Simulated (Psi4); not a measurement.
**CH3NSn (Sn(CN)H3): a chain of runs**

Aim: a geometry optimisation (B97-3c/def2-mTZVP), then vibrational wavenumbers, then a single-point energy (MP2/def2-TZVPP) of CH3NSn (Sn(CN)H3). 

The results are computed with Psi4 1.11.

## 1. Starting point

The species is CH3NSn (6 atoms), meant as a singlet with charge 0. SMILES: `[H][Sn]([H])([H])[C]#N`. The shape comes from GFN2-xTB, which is rough for such elements, and wasn't checked as a minimum. The run starts from this shape.

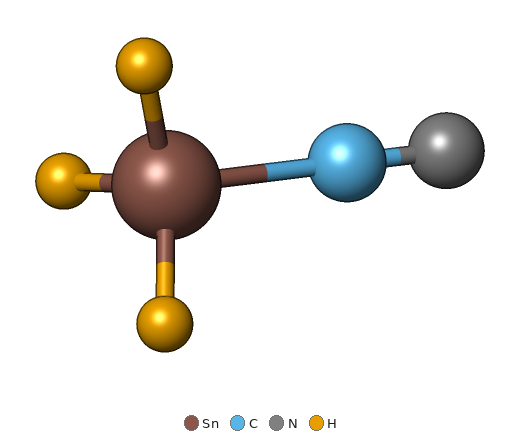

Viewed from a chosen angle; tin brown, carbon blue, nitrogen grey, hydrogen amber.

## 2. A geometry optimisation at B97-3c/def2-mTZVP (density fitting, core potential) (run 1)

The input, calc.in:

```
memory 1600 mb

molecule mol {
  0 1
  Sn    -0.010460    -0.006080    -0.642850
  C      0.020990     0.015810     1.442250
  N      0.043070     0.024080     2.584360
  H      1.562680    -0.004980    -1.151110
  H     -0.812930     1.354320    -1.132680
  H     -0.803360    -1.383140    -1.099970
}

set globals {
  geom_maxiter 60
}

optimize('b97-3c')
```

Run with:

```sh
$ psi4 -n 1 calc.in calc.out
```

calc.out:

```text
Psi4 1.11 release

gradient() will perform analytic gradient computation.

   => Loading Basis Set <=

    Name: DEF2-MTZVP
    Role: ORBITAL
    Keyword: BASIS

    !!!  WARNING: ECP capability is in beta. Please check occupations closely.  !!!

   => B973C: Empirical Dispersion <=

        s6 =       1.000000
        s8 =       1.500000
        a1 =       0.370000
        a2 =       4.100000
        s9 =       1.000000

         ---------------------------------------------------------
                                   SCF
                              RKS Reference
                        1 Threads,   1525 MiB Core
         ---------------------------------------------------------

  ==> Geometry <==

    Molecular point group: c1
    Full point group: C1

    Geometry (in Angstrom), charge = 0, multiplicity = 1:

       Center              X                  Y                   Z               Mass
    ------------   -----------------  -----------------  -----------------  -----------------
         SN          -0.007416839231    -0.004494303156    -0.461599678069   119.902201630000
         C            0.024033160769     0.017395696844     1.623500321931    12.000000000000
         N            0.046113160769     0.025665696844     2.765610321931    14.003074004430
         H            1.565723160769    -0.003394303156    -0.969859678069     1.007825032230
         H           -0.809886839231     1.355905696844    -0.951429678069     1.007825032230
         H           -0.800316839231    -1.381554303156    -0.918719678069     1.007825032230

  Running in c1 symmetry.

  Rotational constants: A =      2.23154  B =      0.09868  C =      0.09868 [cm^-1]
  Rotational constants: A =  66899.89123  B =   2958.46537  C =   2958.38041 [MHz]
  Nuclear repulsion =  105.810920436519211

  Charge       = 0
  Multiplicity = 1
  Electrons    = 38
  Nalpha       = 19
  Nbeta        = 19

  ==> Algorithm <==

  SCF Algorithm Type is DF.
  DIIS enabled.
  MOM disabled.
  Fractional occupation disabled.
  Guess Type is SAD.
  Energy threshold   = 1.00e-08
  Density threshold  = 1.00e-08
  Integral threshold = 1.00e-12

  ==> Primary Basis <==

  Basis Set: DEF2-MTZVP
    Blend: DEF2-MTZVP
    Number of shells: 41
    Number of basis functions: 83
    Number of Cartesian functions: 88
    Spherical Harmonics?: true
    Max angular momentum: 2

  Core potential: DEF2-MTZVP
    Number of shells: 4
    Number of ECP primitives: 18
    Number of ECP core electrons: 28
    Max angular momentum: 3

  ==> DFT Potential <==

   => LibXC <=

    Version 7.1.2

   => Composite Functional: B973C <=

    Deriv               =              1
    GGA                 =           TRUE
    Meta                =          FALSE

    Exchange Hybrid     =          FALSE
    MP2 Hybrid          =          FALSE

   => Exchange-Correlation Functionals <=

   => LibXC Density Thresholds  <==

    XC_GGA_XC_B97_3C:  1.00E-14

   => Molecular Quadrature <=

    Radial Scheme          =       TREUTLER
    Pruning Scheme         =           NONE
    Nuclear Scheme         =       TREUTLER

    Blocking Scheme        =         OCTREE
    BS radius alpha        =              1
    Pruning alpha          =              1
    Radial Points          =             75
    Spherical Points       =            302
    Total Points           =         131120
    Total Blocks           =           1050
    Max Points             =            256
    Max Functions          =             82
    Weights Tolerance      =       1.00E-15

   => Loading Basis Set <=

    Name: (DEF2-MTZVP AUX)
    Role: JKFIT
    Keyword: DF_BASIS_SCF

  ==> Integral Setup <==

  DFHelper Memory: AOs need 0.024 GiB; user supplied 0.868 GiB.
  SCF_SUBTYPE=INCORE selected. In-core MEM_DF algorithm will be used.
  Using in-core AOs.

  ==> MemDFJK: Density-Fitted J/K Matrices <==

    J tasked:                   Yes
    K tasked:                    No
    wK tasked:                   No
    Memory [MiB]:               888
    Algorithm:                 Core
    Schwarz Cutoff:           1E-12
    Mask sparsity (%):       2.3806
    Fitting Condition:        1E-10

   => Auxiliary Basis Set <=

  Basis Set: (DEF2-MTZVP AUX)
    Blend: DEF2-UNIVERSAL-JKFIT
    Number of shells: 114
    Number of basis functions: 424
    Number of Cartesian functions: 551
    Spherical Harmonics?: true
    Max angular momentum: 5

  Cached 100.0% of DFT collocation blocks in 0.250 [GiB].

  Minimum eigenvalue in the overlap matrix is 9.1956991001E-04.
  Reciprocal condition number of the overlap matrix is 1.6750010849E-04.
    Using symmetric orthogonalization.

  ==> Pre-Iterations <==

  SCF Guess: Superposition of Atomic Densities via on-the-fly atomic UHF (no occupation information).

   -------------------------
    Irrep   Nso     Nmo
   -------------------------
     A         83      83
   -------------------------
    Total      83      83
   -------------------------

  ==> Iterations <==

                           Total Energy        Delta E     RMS |[F,P]|

   @DF-RKS iter SAD:  -307.80349574079492   -3.07803e+02   0.00000e+00
[... 2 lines left out ...]
   @DF-RKS iter   3:  -309.22092113431222   -4.57708e-01   3.08984e-03 DIIS/ADIIS
[... 2 lines left out ...]
   @DF-RKS iter   6:  -309.25097353614137   -5.85548e-04   6.19061e-05 DIIS
[... 2 lines left out ...]
   @DF-RKS iter   9:  -309.25098482263496   -8.59649e-09   5.28065e-07 DIIS
[... 2 lines left out ...]
   @DF-RKS iter  12:  -309.25098482373460   -4.54747e-13   1.24749e-09 DIIS
[... 35 lines left out ...]
  @DF-RKS Final Energy:  -309.25098482373460
[... 5 lines left out ...]
    Two-Electron Energy =                 330.3100199909617345
[... 2 lines left out ...]
    VV10 Nonlocal Energy =                  0.0000000000000000
[... 16 lines left out ...]
 Dipole Y            :         -0.3098981            0.2950174           -0.0148807
[... 131 lines left out ...]
	                                 ==> Convergence Check <==
[... 8 lines left out ...]
	  Convergence Criteria     1.00e-06 *    3.00e-04 *             o    1.20e-03 *             o~
[... 142 lines left out ...]
                           Total Energy        Delta E     RMS |[F,P]|
[... 3 lines left out ...]
   @DF-RKS iter   2:  -309.25169692471127    1.14380e-03   6.66560e-04 DIIS/ADIIS
[... 2 lines left out ...]
   @DF-RKS iter   5:  -309.25317332544824   -2.67450e-06   5.26712e-06 DIIS
[... 2 lines left out ...]
   @DF-RKS iter   8:  -309.25317344656287   -6.43468e-11   3.36049e-08 DIIS
[... 8 lines left out ...]
    Final Occupation by Irrep:
[... 10 lines left out ...]
    One-Electron Energy =                -709.7040270497786878
[... 2 lines left out ...]
    Empirical Dispersion Energy =          -0.0268251111100612
[... 16 lines left out ...]
 Dipole X            :         -0.5260695            0.4991517           -0.0269179
[... 45 lines left out ...]
    Weights Tolerance      =       1.00E-15
[... 56 lines left out ...]
	   Step    Total Energy     Delta E     Max Force     RMS Force      Max Disp      RMS Disp
[... 94 lines left out ...]
                           Total Energy        Delta E     RMS |[F,P]|
[... 3 lines left out ...]
   @DF-RKS iter   2:  -309.25314585821650    1.21449e-04   2.10233e-04 DIIS/ADIIS
[... 2 lines left out ...]
   @DF-RKS iter   5:  -309.25329226965061   -2.36967e-07   2.33460e-07 DIIS
[... 2 lines left out ...]
   @DF-RKS iter   8:  -309.25329226985963    5.68434e-13   5.11560e-09 DIIS
[... 13 lines left out ...]
  @DF-RKS Final Energy:  -309.25329226985963
[... 5 lines left out ...]
    Two-Electron Energy =                 328.5063300045147798
[... 2 lines left out ...]
    VV10 Nonlocal Energy =                  0.0000000000000000
[... 16 lines left out ...]
 Dipole Y            :         -0.3242428            0.3082461           -0.0159966
[... 94 lines left out ...]
	                                 ==> Convergence Check <==
[... 8 lines left out ...]
	  Convergence Criteria     1.00e-06 *    3.00e-04 *             o    1.20e-03 *             o
[... 94 lines left out ...]
   @DF-RKS iter   0:  -309.25364383125901   -3.09254e+02   3.17045e-05
[... 2 lines left out ...]
   @DF-RKS iter   3:  -309.25329527324442   -2.46310e-06   8.32871e-06 DIIS
[... 2 lines left out ...]
   @DF-RKS iter   6:  -309.25329552458658   -3.06954e-11   3.88856e-08 DIIS
[... 30 lines left out ...]
    Final Occupation by Irrep:
[... 5 lines left out ...]
  @DF-RKS Final Energy:  -309.25329552459124

   => Energetics <=

    Nuclear Repulsion Energy =            104.0370036555726045
    One-Electron Energy =                -710.0771685680674636
    Two-Electron Energy =                 328.5191874632137115
    DFT Exchange-Correlation Energy =     -31.7052480527471232
    Empirical Dispersion Energy =          -0.0270700225628888
    VV10 Nonlocal Energy =                  0.0000000000000000
    Total Energy =                       -309.2532955245912376

Computation Completed

Properties will be evaluated at   0.000000,   0.000000,   0.000000 [a0]

Properties computed using the SCF density matrix

 Multipole Moments:

 ------------------------------------------------------------------------------------
     Multipole            Electronic (a.u.)      Nuclear  (a.u.)        Total (a.u.)
 ------------------------------------------------------------------------------------

 L = 1.  Multiply by 2.5417464519 to convert [e a0] to [Debye]
 Dipole X            :         -0.5223785            0.4955614           -0.0268170
 Dipole Y            :         -0.3265921            0.3103769           -0.0162152
 Dipole Z            :        -32.6281766           30.9763567           -1.6518198
 Magnitude           :                                                    1.6521171

 ------------------------------------------------------------------------------------

	total time  =          3 seconds =       0.05 minutes

         ------------------------------------------------------------
                                   SCF GRAD
         ------------------------------------------------------------

  ==> Geometry <==

    Molecular point group: c1
    Full point group: C1

    Geometry (in Angstrom), charge = 0, multiplicity = 1:

       Center              X                  Y                   Z               Mass
    ------------   -----------------  -----------------  -----------------  -----------------
         SN          -0.007486588388    -0.004712300286    -0.468976098678   119.902201630000
         C            0.024988973222     0.017632133540     1.647531622052    12.000000000000
         N            0.045854708935     0.027350403737     2.807157691554    14.003074004430
         H            1.612328320896    -0.003724222890    -0.966612739252     1.007825032230
         H           -0.833410060022     1.396243602818    -0.945031932883     1.007825032230
         H           -0.822890309053    -1.421850017812    -0.914192677691     1.007825032230

  Nuclear repulsion =  104.037003655572605

   => Molecular Quadrature <=

    Radial Scheme          =       TREUTLER
    Pruning Scheme         =           NONE
    Nuclear Scheme         =       TREUTLER

    Blocking Scheme        =         OCTREE
    BS radius alpha        =              1
    Pruning alpha          =              1
    Radial Points          =             75
    Spherical Points       =            302
    Total Points           =         131196
    Total Blocks           =           1036
    Max Points             =            256
    Max Functions          =             82
    Weights Tolerance      =       1.00E-15

  -Total Gradient:
     Atom            X                  Y                   Z
    ------   -----------------  -----------------  -----------------
       1        0.000026961581    -0.000021784558     0.000217380820
       2       -0.000073071585     0.000041255717    -0.000331202909
       3        0.000046984554    -0.000030573067     0.000272072317
       4        0.000007816723     0.000012878006    -0.000071933485
       5       -0.000003525007     0.000009325714    -0.000073748563
       6       -0.000012079680     0.000000329599    -0.000068406374

	total time  =          1 seconds =       0.02 minutes

    			-----------------------------------------

    			 OPTKING 3.0: for geometry optimizations

    			        with contributions from

    			-----------------------------------------

	                            ===> Fragment 1 <==

	 Z (Atomic Numbers)          Masses                          Geom
	      50.000000            119.902202        -0.01414760 -0.00890496 -0.88623639
	       6.000000            12.000000          0.04722232  0.03331990  3.11338355
	       7.000000            14.003074          0.08665284  0.05168477  5.30475923
	       1.000000             1.007825          3.04685895 -0.00703776 -1.82663335
	       1.000000             1.007825         -1.57491676  2.63851801 -1.78585153
	       1.000000             1.007825         -1.55503732 -2.68690713 -1.72757379

	 - Coordinate -           - BOHR/RAD -       - ANG/DEG -
	 R(1,2)           =         4.000314           2.116875
	 R(1,4)           =         3.202204           1.694533
	 R(1,5)           =         3.202211           1.694537
[... 9 lines of this table left out ...]
	 B(5,1,6)         =         1.963908         112.523635

	        --- Internal Coordinate Step in ANG or DEG, aJ/ANG or AJ/DEG ---
	-------------------------------------------------------------------------------
	           Coordinate      Previous         Force          Change          New
	           ----------      --------        ------          ------        ------
	               R(1,2)       2.11687        0.00034        0.00028       2.11715
	               R(1,4)       1.69453       -0.00022       -0.00014       1.69439
	               R(1,5)       1.69454       -0.00020       -0.00013       1.69441
[... 9 lines of this table left out ...]
	             B(5,1,6)     112.52364        0.00001        0.05028     112.57391
	-------------------------------------------------------------------------------

	                                 ==> Convergence Check <==

	Measures of convergence in internal coordinates in au.

	Criteria marked as inactive (o), active & met (*), and active & unmet ( ).

	----------------------------------------------------------------------------------------------
	   Step    Total Energy     Delta E     Max Force     RMS Force      Max Disp      RMS Disp
	----------------------------------------------------------------------------------------------
	  Convergence Criteria     1.00e-06 *    3.00e-04 *             o    1.20e-03 *             o
	----------------------------------------------------------------------------------------------
	     4    -309.25329552   -3.25e-06      2.82e-04 *    1.09e-04 o    1.02e-03 *    6.58e-04 o  ~
	----------------------------------------------------------------------------------------------

Next Geometry in Ang
	Fragment 1 (Ang)

	   Sn  -0.0074772226  -0.0047276437  -0.4698453908
	    C   0.0251892103   0.0175040635   1.6469360727
	    N   0.0456046026   0.0275699188   2.8064832190
	    H   1.6126319671  -0.0038355755  -0.9660433038
	    H  -0.8336140287   1.3965746764  -0.9440608106
	    H  -0.8229494831  -1.4221458404  -0.9135939215

    Final optimized geometry and variables:
    Molecular point group: c1
    Full point group: C1

    Geometry (in Angstrom), charge = 0, multiplicity = 1:

    SN          -0.007486588388    -0.004712300286    -0.468976098678
    C            0.024988973222     0.017632133540     1.647531622052
    N            0.045854708935     0.027350403737     2.807157691554
    H            1.612328320896    -0.003724222890    -0.966612739252
    H           -0.833410060022     1.396243602818    -0.945031932883
    H           -0.822890309053    -1.421850017812    -0.914192677691

    Psi4 run time: 0:00:26.03

[set-up sections that repeat, and orbital energies of the middle runs, are left out above]
```

On the terminal:

```text
Optimizer: Optimization complete!
```

Run time: 27 s. Hardware: 1 thread of Intel Xeon at 2.60GHz (Ice Lake), shared host; peak memory 0.53 GiB.

The path in brief:

```tsv
step	energy from the first frame kept (eV)	largest force (eV/Å)
0	0.0000	2.0834
1	-0.0596	0.3022
2	-0.0628	0.0388
3	-0.0629	0.0176
```

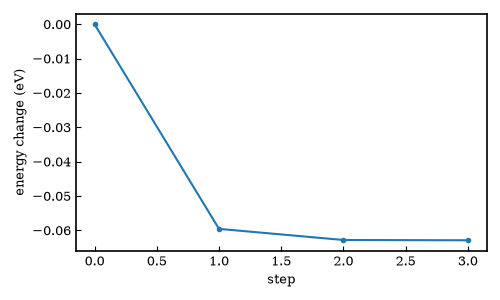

Energy along the run.

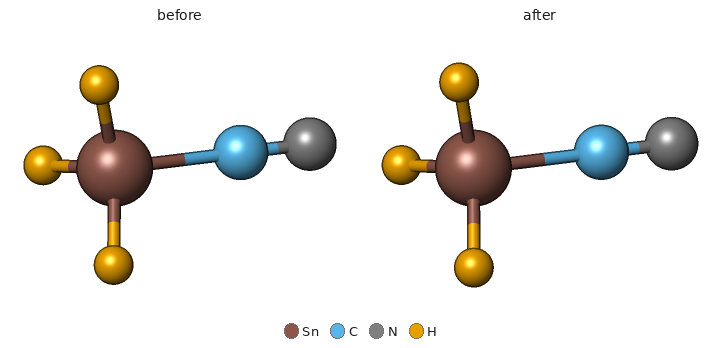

Before and after, at one scale.

After the run. Bond lengths: Sn1–C2 2.117 Å, C2–N3 1.160 Å, Sn1–H4 1.695 Å, Sn1–H5 1.695 Å, Sn1–H6 1.695 Å. Angles: Sn1–C2–N3 179.8°, C2–Sn1–H4 106.2°, C2–Sn1–H5 106.2°, C2–Sn1–H6 106.2°, H4–Sn1–H5 112.5°, H4–Sn1–H6 112.5°, H5–Sn1–H6 112.5°.

(Part 1 of 2 ends here.)
